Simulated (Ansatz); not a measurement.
```xyz
34

C    -2.1767    3.3038   -0.3033
C    -3.1185    2.2723   -0.2933
C    -2.7069    0.9234   -0.1951
C    -3.6545   -0.1416   -0.1814
C    -3.2505   -1.4601   -0.0845
C    -1.8770   -1.7949    0.0044
C    -1.4414   -3.1561    0.1062
C    -0.1105   -3.4641    0.1923
C     0.8861   -2.4347    0.1832
C     2.2667   -2.7385    0.2720
C     3.2163   -1.7338    0.2631
C     2.8406   -0.3621    0.1646
C     3.8104    0.6667    0.1564
C     3.4249    2.0055    0.0582
C     2.0778    2.3403   -0.0319
C     1.0606    1.3467   -0.0271
C    -0.3496    1.6731   -0.1177
C    -0.8197    3.0116   -0.2168
C    -1.3130    0.6189   -0.1069
C    -0.9013   -0.7454   -0.0071
C     0.4784   -1.0647    0.0822
C     1.4552   -0.0223    0.0723
H    -2.5045    4.3423   -0.3785
H    -4.1848    2.5018   -0.3613
H    -4.7181    0.0998   -0.2494
H    -3.9939   -2.2606   -0.0764
H    -2.1937   -3.9481    0.1139
H     0.2126   -4.5047    0.2700
H     2.5770   -3.7829    0.3491
H     4.2772   -1.9856    0.3331
H     4.8685    0.4025    0.2271
H     4.1807    2.7932    0.0502
H     1.8116    3.3942   -0.1079
H    -0.1108    3.8390   -0.2270
```

All numbers below come from Ansatz, DFT PBE0, Gaussian basis def2-TZVP.

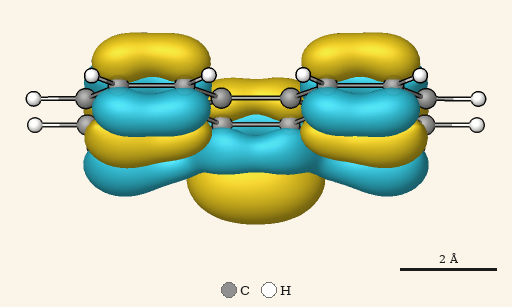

C22H12 (bghi) (charge +1, doublet). The HOMO (β) at ±0.08 Å⁻³ᐟ² (yellow and cyan are the two phases), seen from one side.

Question: Describe this orbital and give its energy.

Answer: No atom holds more than about 15 % of it (Hirshfeld); by element the shares are C 95 % and H 5 %; it changes sign across the molecular plane (π type); π-bonding across C7–C8. Its energy is −10.12 eV.
